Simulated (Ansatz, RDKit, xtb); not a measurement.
# C2H9NSSi2: which of the isomers drawn lies lowest?, part 2 of 2

A sample of isomers of C2H9NSSi2 is drawn. Aim: find which of them has the lowest free energy at 298.15 K, then its properties. The sample is small against all isomers, and the most stable one of this formula need not be in it.

xtb, Ansatz and PySCF; isolated molecules. Earlier steps stand in the parts before.

### 10 c974b at MP2/def2-TZVPP

File input.yaml:

```yaml
crystal:
  periodic: [false, false, false]
  atoms:
    - {symbol: C, position_ang: [1.092667, 0.771435, -1.602165]}
    - {symbol: C, position_ang: [0.272407, 0.505835, -0.573804]}
    - {symbol: N, position_ang: [2.447644, -1.074722, 0.735318]}
    - {symbol: S, position_ang: [4.216279, -3.636752, 1.727885]}
    - {symbol: Si, position_ang: [0.775104, -0.580762, 0.862125]}
    - {symbol: Si, position_ang: [3.103197, -2.591942, 0.206373]}
    - {symbol: H, position_ang: [2.107244, 0.354395, -1.640730]}
    - {symbol: H, position_ang: [0.793810, 1.408649, -2.443291]}
    - {symbol: H, position_ang: [-0.734228, 0.950336, -0.583035]}
    - {symbol: H, position_ang: [-0.060060, -1.819466, 0.895741]}
    - {symbol: H, position_ang: [0.566146, 0.167105, 2.141462]}
    - {symbol: H, position_ang: [3.133583, -0.382249, 1.036616]}
    - {symbol: H, position_ang: [4.125583, -2.429162, -0.867248]}
    - {symbol: H, position_ang: [1.941883, -3.390409, -0.276575]}
    - {symbol: H, position_ang: [3.167173, -3.747198, 2.574038]}
basis:
  gaussian:
    orbitals: def2-TZVPP
correlation:
  method: mp2
  frozen_orbitals: {"N": 1, H: 0, C: 1, S: 5, Si: 5}
```

On the command line:

```
$ ansatz run input.yaml --threads 2 --pin off --max-ram 5220MiB --events-out events.jsonl --progress --plain --runs-dir runs
```

Standard output:

```text
Warning: RAYON_NUM_THREADS=2 ignored (pool sized by the plan → 2); use --threads N
Functional definition: HF
  name "HF"
  exchange = exact_x
  correlation = 0
1984 factors; integrals over basis functions are off by at most 1.0e-3 eV
mean field evaluation 1: about -30226.0565 eV, gradient 4.3e1 eV
mean field evaluation 2: about -30226.4247 eV, gradient 4.3e1 eV
mean field evaluation 4: about -30231.3182 eV, gradient 5.1e0 eV
mean field evaluation 8: about -30231.4154 eV, gradient 3.0e-1 eV
mean field evaluation 16: about -30231.4160 eV, gradient 2.7e-6 eV
mean field -30231.41596763 eV, -1110.9840452208 hartree, gradient 2.7e-6 eV, S^2 0.000000; 0 other end points of the search recorded, 0 dependent functions left out
18 core orbitals not correlated: weight in the atoms' cores, before any rotation towards them, 1.000 or more for the frozen orbitals, at most 0.000 for the correlated occupied ones
reference -30231.41596763 eV, -1110.9840452208 hartree; 18, 18 occupied and 309, 309 virtual orbitals, 1984 factors
second order -26.08116071 eV of doubles, -0.00000000 eV of singles
Total energy: -30257.49712834 eV, -1111.9425101984 hartree
```

Run time: 9.6 s. Hardware: 2 threads of Intel Xeon 6975P-C (Granite Rapids), shared host; peak memory 1.1 GiB.

### 11 c486b at CCSD(T)/def2-SVP

File input.yaml:

```yaml
crystal:
  periodic: [false, false, false]
  atoms:
    - {symbol: C, position_ang: [0.761248, -0.996345, -1.636801]}
    - {symbol: C, position_ang: [1.840833, -0.237359, -1.387658]}
    - {symbol: N, position_ang: [1.930404, -1.233653, 1.390625]}
    - {symbol: S, position_ang: [2.066293, 1.934846, 1.104994]}
    - {symbol: Si, position_ang: [2.558015, -0.013233, 0.318472]}
    - {symbol: Si, position_ang: [2.048951, -2.969068, 1.241429]}
    - {symbol: H, position_ang: [0.339007, -1.101814, -2.643574]}
    - {symbol: H, position_ang: [0.250450, -1.546022, -0.835531]}
    - {symbol: H, position_ang: [2.309788, 0.299124, -2.225622]}
    - {symbol: H, position_ang: [4.049232, 0.014697, 0.247777]}
    - {symbol: H, position_ang: [0.754652, 1.832844, 0.789358]}
    - {symbol: H, position_ang: [1.606800, -0.871277, 2.286186]}
    - {symbol: H, position_ang: [2.627156, -3.571851, 2.481608]}
    - {symbol: H, position_ang: [2.937598, -3.260028, 0.078748]}
    - {symbol: H, position_ang: [0.723652, -3.623868, 1.001405]}
basis:
  gaussian:
    orbitals: def2-SVP
correlation:
  method: ccsd_t
  frozen_orbitals: {"N": 1, H: 0, C: 1, S: 5, Si: 5}
```

On the command line:

```
$ ansatz run input.yaml --threads 2 --pin off --max-ram 5220MiB --events-out events.jsonl --progress --plain --runs-dir runs
```

Standard output (excerpt; [...] marks lines left out):

```text
Warning: RAYON_NUM_THREADS=2 ignored (pool sized by the plan → 2); use --threads N
[... 2 set-up lines as earlier in the session ...]
[...]
1391 factors; integrals over basis functions are off by at most 1.3e-3 eV
[...]
mean field -30217.68085557 eV, -1110.4792891623 hartree, gradient 1.0e-6 eV, S^2 0.000000; 0 other end points of the search recorded, 0 dependent functions left out; unrestricted orbitals would lower it
18 core orbitals not correlated: weight in the atoms' cores, before any rotation towards them, 1.000 or more for the frozen orbitals, at most 0.000 for the correlated occupied ones
reference -30217.68085557 eV, -1110.4792891623 hartree; 18, 18 occupied and 105, 105 virtual orbitals, 1391 factors
second order -20.72686675 eV of doubles, -0.00000000 eV of singles
cycle   1  -22.08047383 eV  change    -1.4e0 eV  update   1.1e-1
[...]
cycle   8  -22.87693579 eV  change   -4.4e-5 eV  update   4.5e-5
perturbative correction -0.72577101 eV, -0.0266715926 hartree
Total energy: -30241.28356236 eV, -1111.3466726385 hartree
```

Run time: 11 s. Hardware: 2 threads of Intel Xeon 6975P-C (Granite Rapids), shared host; peak memory 1 GiB.

For c974b, c486b the log finds that unrestricted Hartree-Fock orbitals lie lower, a sign to watch the closed-shell reference there.

### 12 Free energies and the winner

Energies in kcal/mol from c486b; G adds the thermal terms to the CCSD(T)/def2-SVP + MP2/def2-TZVPP - MP2/def2-SVP energy. The columns left of the relaxed level are at the tight-binding geometries.

| label | SMILES | spin | GFN2-xTB | HF/STO-3G | r2SCAN-D4/def2-SVP | r2SCAN-D4/def2-SVP, relaxed | HF/def2-SVP | MP2/def2-SVP | CCSD(T)/def2-SVP + MP2/def2-TZVPP - MP2/def2-SVP | G | share at equilibrium | T1 |
| --- | --- | --- | --- | --- | --- | --- | --- | --- | --- | --- | --- | --- |
| c486b | C=C[Si@@H](S)N[SiH3] | singlet | 0.0 | 0.0 | 0.0 | 0.0 | 0.0 | 0.0 | 0.0 | 0.0 | 72.9 % | 0.011 |
| c974b | C=C[SiH2]N[SiH2]S | singlet | -0.6 | -0.9 | -0.8 | -0.1 | -0.9 | 0.3 | 0.0 | 0.6 | 27.1 % | 0.011 |
| c306b | C=CN([SiH3])[SiH2]S | singlet | -14.2 | 3.1 | 7.6 | 8.2 | 11.3 | 8.7 | 11.8 | 12.0 | < 0.1 % | 0.012 |

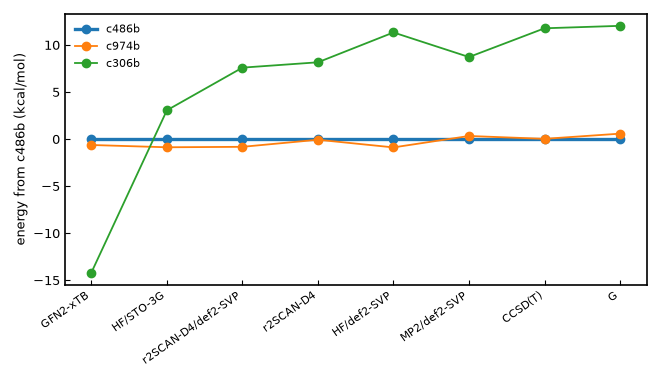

The finalists at each level, measured from c486b.

Lowest found: c486b, `C=C[Si@@H](S)N[SiH3]`, a singlet. Bond lengths: C1–C2 1.343 Å, C2–Si5 1.864 Å, N3–Si5 1.742 Å, S4–Si5 2.158 Å, N3–Si6 1.746 Å, C1–H7 1.097 Å, C1–H8 1.098 Å, C2–H9 1.100 Å, Si5–H10 1.493 Å, S4–H11 1.353 Å, N3–H12 1.019 Å, Si6–H13 1.495 Å, Si6–H14 1.492 Å, Si6–H15 1.498 Å. Some angles: C1–C2–Si5 123.2°, C2–Si5–N3 109.9°, C2–Si5–S4 110.8°, N3–Si5–S4 109.0°, Si5–N3–Si6 128.3°, C1–C2–H9 118.5°, Si5–C2–H9 118.3°, C2–C1–H7 122.3°, C2–C1–H8 121.4°, C2–Si5–H10 110.1°.

```xyz
15

C     0.7612   -0.9963   -1.6368
C     1.8408   -0.2374   -1.3877
N     1.9304   -1.2337    1.3906
S     2.0663    1.9348    1.1050
Si    2.5580   -0.0132    0.3185
Si    2.0490   -2.9691    1.2414
H     0.3390   -1.1018   -2.6436
H     0.2505   -1.5460   -0.8355
H     2.3098    0.2991   -2.2256
H     4.0492    0.0147    0.2478
H     0.7547    1.8328    0.7894
H     1.6068   -0.8713    2.2862
H     2.6272   -3.5719    2.4816
H     2.9376   -3.2600    0.0787
H     0.7237   -3.6239    1.0014
```

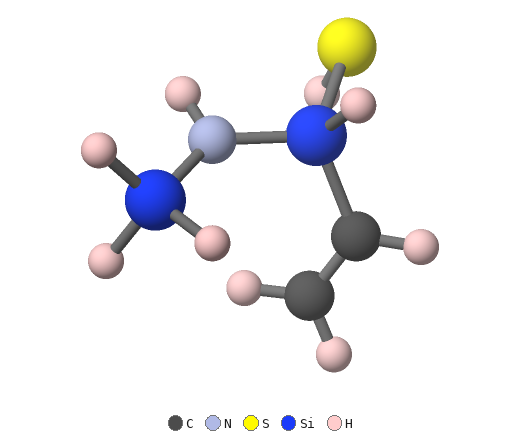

The lowest structure found, seen from a chosen angle (carbon dark grey, nitrogen light blue, sulfur yellow, silicon blue, hydrogen pink).

### 13 Summary of results

This closing draws on all 2 parts.

| quantity | value |
| --- | --- |
| lowest structure found | C=C[Si@@H](S)N[SiH3], singlet |
| next finalist | C=C[SiH2]N[SiH2]S, singlet, 0.6 kcal/mol higher in G |
| share at equilibrium, among the finalists | 72.9 % |
| funnel | 16 starts, 14 minima at GFN2-xTB, 10 screening runs, 3 relaxed, 3 ranked |
| CPU time of all runs | 8.3 min |

`C=C[Si@@H](S)N[SiH3]` comes out lowest. Its margin of 0.6 kcal/mol is inside the likely error of CCSD(T)/def2-SVP + MP2/def2-TZVPP - MP2/def2-SVP with harmonic terms (about 1.5 kcal/mol), so the order of the first two is not settled. MP2/def2-SVP already puts its bonding pattern lowest among the structures in one piece; GFN2-xTB favours the singlet C=CN([SiH3])[SiH2]S; HF/STO-3G, r2SCAN-D4/def2-SVP, r2SCAN-D4/def2-SVP, relaxed and HF/def2-SVP favour the singlet C=C[SiH2]N[SiH2]S. The largest share of the time went into the relaxations (63 %). 6 minima inside the window were never screened. Lowest found is not proven lowest: the search is finite, and each finalist counts with one conformer. Only 4 drawn patterns were tried, so whole families of isomers are missing, and the result ranks this sample alone. The lowest isomer need not be the one that is made and kept in a bottle, which depends on barriers.
